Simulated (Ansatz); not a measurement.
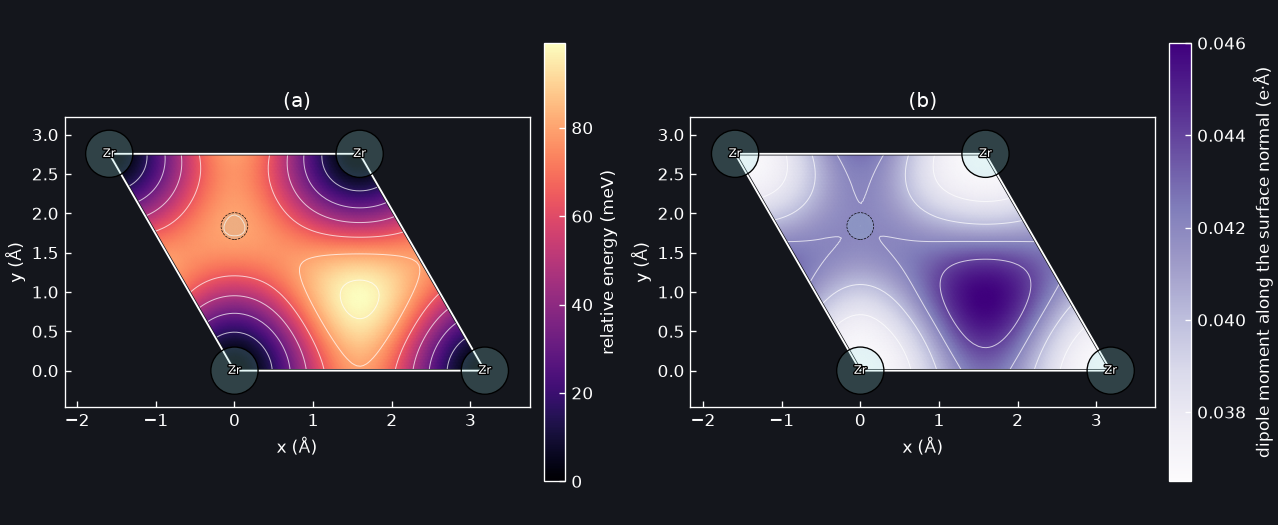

CO on a Zr(001) slab cut from the P6_3/mmc phase, its upper half relaxed before the scan (16 atoms of substrate and one adsorbate in a 2 × 2 cell). 
- CO (O end down) is moved over the surface cell at a fixed height above a rigid substrate; the origin of the map has the adsorbate above Zr13; the height is held at 3.00 Å.
- Places are given modulo a cell vector. The map is drawn in real space over the plane of the surface.
- The scan uses a 6 × 6 grid; 10 points were computed and 26 follow by symmetry.
- Places are given in fractions of the 1 × 1 surface cell.
- Energies are in meV, from the lowest grid point.
- At a fixed height the lowest place need not be the adsorption site.
- The calculation used Ansatz, DFT PBE+D3(BJ), scalar-relativistic, plane waves, PAW. Settings: cutoff 420 eV, k-mesh 6×6×1, gaussian smearing 0.1 eV, no spin polarisation.

Panel (a) is the energy and panel (b) the computed dipole moment along the surface normal on the same grid.

In the figure: a smooth colour map with a few white contour lines, labelled circles for the atoms of the top layer and small ones for the second layer, the outline of one cell of the plane. Between grid points the surface is interpolated.

> How does the dipole moment along the surface normal vary over the map, and what is it at the lowest grid point?

It runs from 0.04 e·Å at the top site over a surface Zr atom, (0/6, 0/6) of the cell vectors to 0.05 e·Å at a threefold hollow, (4/6, 2/6) of the cell vectors. At the lowest grid point, the top site over a surface Zr atom, (0/6, 0/6) of the cell vectors, it is 0.04 e·Å.
